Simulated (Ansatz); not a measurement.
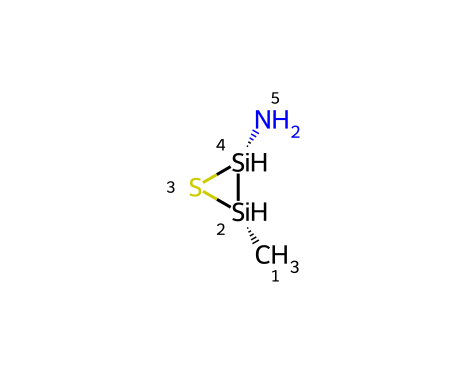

A structural formula, with wedges where it has stereocentres; small numbers name the atoms. The configuration is that of a computed structure (PBE-D4/def2-SVP).

> Assign CIP descriptors.

Si2: S; Si4: R.
